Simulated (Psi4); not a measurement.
# doublet BF−: levels of theory compared

We compute a comparison of 6 runs (U-revPBE/def2-TZVPPD, UBLYP/def2-TZVPPD, UCAM-B3LYP/def2-TZVPPD, UM06-L/def2-TZVPPD, UTPSS/def2-TZVPPD, UCCSD/def2-TZVPPD) of doublet BF−. 

Program for the calculation: Psi4 1.11.

## Step 1: The molecule

BF− has 2 atoms, charge -1, and is taken as a doublet. As SMILES of the parent species, `[B]F`. Geometry: relaxed at PBE0-D4/def2-TZVP. That shape belongs to the parent species and isn't relaxed for this state.

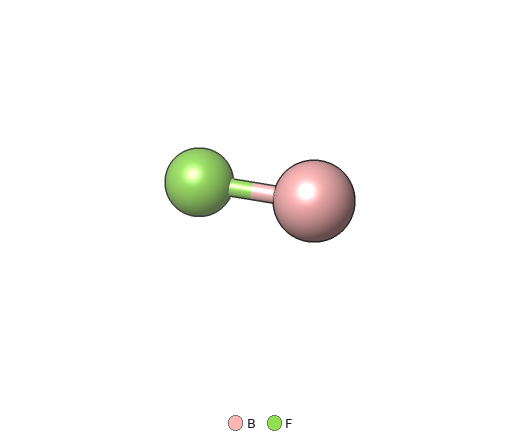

Viewed from a chosen angle; boron pink, fluorine green.

## Step 2: The energy at U-revPBE/def2-TZVPPD (run 1)

input.json

```json
{
 "schema_name": "qcschema_input",
 "schema_version": 1,
 "molecule": {
  "schema_name": "qcschema_molecule",
  "schema_version": 2,
  "symbols": ["B", "F"],
  "geometry": [0.0, 0.0, -0.01766894, 0.0, 0.0, 2.36922523],
  "molecular_charge": -1,
  "molecular_multiplicity": 2,
  "fix_symmetry": "c1",
  "fix_com": true,
  "fix_orientation": true
 },
 "driver": "energy",
 "model": {
  "method": "revpbe",
  "basis": "def2-TZVPPD"
 },
 "keywords": {
  "reference": "uks",
  "puream": true,
  "e_convergence": 1e-09,
  "d_convergence": 1e-08,
  "scf_type": "pk",
  "dft_radial_points": 99,
  "dft_spherical_points": 590,
  "maxiter": 100,
  "scf_properties": ["DIPOLE", "MAYER_INDICES", "MULLIKEN_CHARGES"]
 }
}
```

Launch:

```sh
$ psi4 --qcschema input.json -n 1 --memory 2200MB
```

stdout:

```text
[...]
  Running in c1 symmetry.
[...]
  Nuclear repulsion =   18.852951490513714
[...]
  Multiplicity = 2
[...]
  Nalpha       = 8
  Nbeta        = 7
[...]
    Number of basis functions: 77
[...]
   @UKS iter   1:  -124.45028009687100   -1.56890e-01   6.97098e-03 ADIIS/DIIS
[...]
   @UKS iter  56:  -124.63685607057838   -7.56017e-12   5.41671e-09 DIIS
[...]
   @S^2 Observed:                7.542385100E-01
[...]
  @UKS Final Energy:  -124.63685607057838
   => Energetics <=
    Nuclear Repulsion Energy =             18.8529514905137141
    One-Electron Energy =                -211.8165951056003564
    Two-Electron Energy =                  82.8695217701975366
    DFT Exchange-Correlation Energy =     -14.5427342256892516
    Empirical Dispersion Energy =           0.0000000000000000
    VV10 Nonlocal Energy =                  0.0000000000000000
    Total Energy =                       -124.6368560705783750
[...]
 Multipole Moments:
 ------------------------------------------------------------------------------------
     Multipole            Electronic (a.u.)      Nuclear  (a.u.)        Total (a.u.)
 ------------------------------------------------------------------------------------
 L = 1.  Multiply by 2.5417464519 to convert [e a0] to [Debye]
 Dipole X            :         -0.9609997            0.0000000           -0.9609997
 Dipole Y            :          0.5466961            0.0000000            0.5466961
 Dipole Z            :        -21.1903906           21.2346824            0.0442917
 Magnitude           :                                                    1.1065075
[...]
```

The result, in JSON:

```text
{
 "driver": "energy",
 "model": {
  "method": "revpbe",
  "basis": "def2-TZVPPD"
 },
 "success": true,
 "return_result": -124.63685607057838,
 "properties": {
  "calcinfo_nbasis": 77,
  "calcinfo_nmo": 77,
  "calcinfo_nalpha": 8,
  "calcinfo_nbeta": 7,
  "calcinfo_natom": 2,
  "nuclear_repulsion_energy": 18.852951490513714,
  "return_energy": -124.63685607057838,
  "scf_one_electron_energy": -211.81659510560036,
  "scf_two_electron_energy": 82.86952177019754,
  "scf_xc_energy": -14.542734225689252,
  "scf_dipole_moment": [-0.9609997474480195, 0.5466960931201833, 0.0442917292846019],
  "scf_total_energy": -124.63685607057838,
  "scf_iterations": 56
 }
}
```

It took 53 s on 1 thread of Intel Xeon at 2.50GHz (Skylake/Cascade Lake), shared host; peak memory 0.52 GiB.

## Step 3: The energy at UBLYP/def2-TZVPPD (run 2)

input.json

```json
{
  "schema_name": "qcschema_input",
  "schema_version": 1,
  "molecule": {
    "schema_name": "qcschema_molecule",
    "schema_version": 2,
    "symbols": ["B", "F"],
    "geometry": [0.0, 0.0, -0.01766894, 0.0, 0.0, 2.36922523],
    "molecular_charge": -1,
    "molecular_multiplicity": 2,
    "fix_symmetry": "c1"
  },
  "driver": "energy",
  "model": {
    "method": "blyp",
    "basis": "def2-TZVPPD"
  },
  "keywords": {
    "reference": "uks",
    "puream": true,
    "e_convergence": 1e-09,
    "d_convergence": 1e-08,
    "scf_type": "pk",
    "dft_radial_points": 99,
    "dft_spherical_points": 590,
    "maxiter": 100
  }
}
```

Launch:

```sh
$ psi4 --qcschema input.json -n 1 --memory 2200MB
```

stdout:

```text
[...]
  Running in c1 symmetry.
[...]
  Nuclear repulsion =   18.852951490513714
[...]
  Multiplicity = 2
[...]
  Nalpha       = 8
  Nbeta        = 7
[...]
    Number of basis functions: 77
[...]
   @UKS iter   1:  -124.45844819976874   -1.30909e-01   7.46117e-03 DIIS/ADIIS
[...]
   @UKS iter  55:  -124.66407154139958   -1.42109e-12   9.58882e-09 DIIS
[...]
   @S^2 Observed:                7.530559063E-01
[...]
  @UKS Final Energy:  -124.66407154139958
   => Energetics <=
    Nuclear Repulsion Energy =             18.8529514905137141
    One-Electron Energy =                -211.9869042717178047
    Two-Electron Energy =                  83.0504926771242395
    DFT Exchange-Correlation Energy =     -14.5806114373197158
    Empirical Dispersion Energy =           0.0000000000000000
    VV10 Nonlocal Energy =                  0.0000000000000000
    Total Energy =                       -124.6640715413995792
[...]
 Multipole Moments:
 ------------------------------------------------------------------------------------
     Multipole            Electronic (a.u.)      Nuclear  (a.u.)        Total (a.u.)
 ------------------------------------------------------------------------------------
 L = 1.  Multiply by 2.5417464519 to convert [e a0] to [Debye]
 Dipole X            :         -1.0206695            0.0000000           -1.0206695
 Dipole Y            :         -0.2238996            0.0000000           -0.2238996
 Dipole Z            :          1.1615059            0.3254674            1.4869733
 Magnitude           :                                                    1.8174121
[...]
```

The result, in JSON:

```text
{
 "driver": "energy",
 "model": {
  "method": "blyp",
  "basis": "def2-TZVPPD"
 },
 "success": true,
 "return_result": -124.66407154139958,
 "properties": {
  "calcinfo_nbasis": 77,
  "calcinfo_nmo": 77,
  "calcinfo_nalpha": 8,
  "calcinfo_nbeta": 7,
  "calcinfo_natom": 2,
  "nuclear_repulsion_energy": 18.852951490513714,
  "return_energy": -124.66407154139958,
  "scf_one_electron_energy": -211.9869042717178,
  "scf_two_electron_energy": 83.05049267712424,
  "scf_xc_energy": -14.580611437319716,
  "scf_dipole_moment": [-1.0206694923317496, -0.22389964321265682, 1.4869732984199207],
  "scf_total_energy": -124.66407154139958,
  "scf_iterations": 55
 }
}
```

Wall time 46 s (1 thread of Intel Xeon at 2.50GHz (Skylake/Cascade Lake), shared host); peak memory 0.52 GiB.

Run 3 isn't shown in full; the table further down has it.

## Step 4: Energy and gradient at UM06-L/def2-TZVPPD (run 4)

bf.xyz

```xyz
2
BF
B      0.000000     0.000000    -0.009350
F      0.000000     0.000000     1.253740
```

calc.py

```python
import psi4

psi4.set_memory('2200 MB')
psi4.set_num_threads(1)
psi4.set_output_file('run.log', False)

with open('bf.xyz') as f:
    atoms = ''.join(f.readlines()[2:])
mol = psi4.geometry('-1 2\n' + atoms + 'symmetry c1\nno_reorient\nno_com')

psi4.set_options({
    'basis': 'def2-TZVPPD',
    'reference': 'uks',
    'puream': True,
    'e_convergence': 1e-09,
    'd_convergence': 1e-08,
    'scf_type': 'pk',
    'dft_radial_points': 99,
    'dft_spherical_points': 590,
    'maxiter': 100,
})

result, w = psi4.gradient("M06-L", molecule=mol, return_wfn=True)
psi4.oeprop(w, "QUADRUPOLE", "DIPOLE", "MULLIKEN_CHARGES")
print('gradient / Eh bohr^-1')
print(result.np.round(6))
print(f'energy = {w.energy():.10f} Eh')
```

Launch:

```sh
$ python calc.py
```

run.log:

```text
[...]
  Running in c1 symmetry.
[...]
  Nuclear repulsion =   18.852951476260600
[...]
  Multiplicity = 2
[...]
  Nalpha       = 8
  Nbeta        = 7
[...]
    Number of basis functions: 77
[...]
   @UKS iter   1:  -124.48628728824569   -2.20766e-01   6.82130e-03 ADIIS/DIIS
[...]
   @UKS iter  14:  -124.64615771911772   -1.00897e-12   2.27004e-09 DIIS
[...]
   @S^2 Observed:                7.574066696E-01
[...]
  @UKS Final Energy:  -124.64615771911772
   => Energetics <=
    Nuclear Repulsion Energy =             18.8529514762605999
    One-Electron Energy =                -212.6291696653547660
    Two-Electron Energy =                  83.7711896536830665
    DFT Exchange-Correlation Energy =     -14.6411291837066369
    Empirical Dispersion Energy =           0.0000000000000000
    VV10 Nonlocal Energy =                  0.0000000000000000
    Total Energy =                       -124.6461577191177241
[...]
  -Total Gradient:
     Atom            X                  Y                   Z
    ------   -----------------  -----------------  -----------------
       1        0.000000000835     0.000000000414     0.070899241986
       2       -0.000000000835    -0.000000000414    -0.071009069288
[...]
  Mulliken Charges: (a.u.)
   Center  Symbol    Alpha    Beta     Spin     Total
       1     B     3.43158  2.54573  0.88586 -0.97731
       2     F     4.56842  4.45427  0.11414 -0.02269
   Total alpha =  8.00000, Total beta =  7.00000, Total charge = -1.00000
```

On the terminal:

```text
gradient / Eh bohr^-1
[[ 0.        0.        0.070899]
 [-0.       -0.       -0.071009]]
energy = -124.6461577191 Eh
```

It took 35 s on 1 thread of Intel Xeon at 2.50GHz (Skylake/Cascade Lake), shared host; peak memory 0.88 GiB.

Run 5 isn't shown in full; the table further down has it.

## Step 5: A single-point energy at UCCSD/def2-TZVPPD (run 6)

calc.py

```python
import psi4

psi4.set_memory(2200000000)
psi4.set_num_threads(1)
psi4.core.set_output_file('run.log', False)

geom = psi4.geometry("""
-1 2
B      0.00000000     0.00000000    -0.01766894
F      0.00000000     0.00000000     2.36922523
units au
symmetry c1
no_reorient
no_com
""")

options = {'basis': 'def2-TZVPPD', 'reference': 'uhf', 'puream': True, 'e_convergence': 1e-09, 'd_convergence': 1e-08, 'scf_type': 'pk', 'num_frozen_docc': 2, 'maxiter': 100}
psi4.set_options(options)

energy_value = psi4.energy('ccsd', molecule=geom)
print('E =', round(energy_value, 9))
```

Launch:

```sh
$ python calc.py
```

run.log:

```text
[...]
  Running in c1 symmetry.
[...]
  Nuclear repulsion =   18.852951490513714
[...]
  Multiplicity = 2
[...]
  Nalpha       = 8
  Nbeta        = 7
[...]
    Number of basis functions: 77
[...]
   @UHF iter   1:  -124.05198819286875   -6.50176e-01   3.97570e-03 ADIIS/DIIS
[...]
   @UHF iter  14:  -124.10018991611210   -2.27374e-12   4.44637e-09 DIIS
[...]
   @S^2 Observed:                7.671145468E-01
[...]
  @UHF Final Energy:  -124.10018991611210
   => Energetics <=
    Nuclear Repulsion Energy =             18.8529514905137141
    One-Electron Energy =                -212.6469669098717077
    Two-Electron Energy =                  69.6938255032459040
    Total Energy =                       -124.1001899161121003
  UHF NO Occupations:
  HONO-2 :    6  A 1.9996872
  HONO-1 :    7  A 1.9917709
[...]
 Multipole Moments:
 ------------------------------------------------------------------------------------
     Multipole            Electronic (a.u.)      Nuclear  (a.u.)        Total (a.u.)
 ------------------------------------------------------------------------------------
 L = 1.  Multiply by 2.5417464519 to convert [e a0] to [Debye]
 Dipole X            :          0.0000000            0.0000000            0.0000000
 Dipole Y            :          0.0000000            0.0000000            0.0000000
 Dipole Z            :        -20.5741408           21.2346824            0.6605416
 Magnitude           :                                                    0.6605416
[...]
      * MP2 total energy                      = -124.431906544389264
[...]
      * CCSD total energy                     = -124.445417212760290
```

The script printed:

```text
E = -124.445417213
```

Wall time 1.9 min (1 thread of Intel Xeon at 2.50GHz (Skylake/Cascade Lake), shared host); peak memory 0.58 GiB.

## Step 6: Overview of the runs

| run | level | task | frozen core orbitals | energy (Eh) | HOMO energy (eV) | LUMO energy (eV) | ⟨S²⟩ | wall time |
| --- | --- | --- | --- | --- | --- | --- | --- | --- |
| 1 | U-revPBE/def2-TZVPPD | energy | 0 | -124.636856 | 2.97 | 3.19 | 0.754 | 53 s |
| 2 | UBLYP/def2-TZVPPD | energy | 0 | -124.664072 | 3.28 | 3.47 | 0.753 | 46 s |
| 3 | UCAM-B3LYP/def2-TZVPPD | gradient | 0 | -124.639320 | 2.03 | 4.86 | 0.755 | 25 s |
| 4 | UM06-L/def2-TZVPPD | gradient | 0 | -124.646158 | 3.96 | 4.41 | 0.757 | 35 s |
| 5 | UTPSS/def2-TZVPPD | gradient | 0 | -124.687441 | 3.82 | 4.01 | 0.756 | 38 s |
| 6 | UCCSD/def2-TZVPPD | energy | 2 | -124.445417 | 1.03 | 5.50 | 0.767 | 1.9 min |

## Step 7: Results

| quantity | value |
| --- | --- |
| run 6: total energy | -124.44542 Eh |
| run 6: HOMO energy (Hartree–Fock orbitals) (highest over α and β) | 1.03 eV |
| run 6: LUMO energy (Hartree–Fock orbitals) (lowest over α and β) | 5.50 eV |
| run 6: correlation energy (2 core orbitals frozen) | -345.2 mEh |
| run 6: ⟨S²⟩ of the reference determinant | 0.767 |
| run 6: T1 diagnostic | 0.025 |

In words: Totals of different functionals can't be ranked against each other. In runs 1, 2, 3, 4, 5, 6 the HOMO lies above zero, so the outermost electron may be held by the basis alone. All runs together took 5.2 min, the longest 1.9 min.
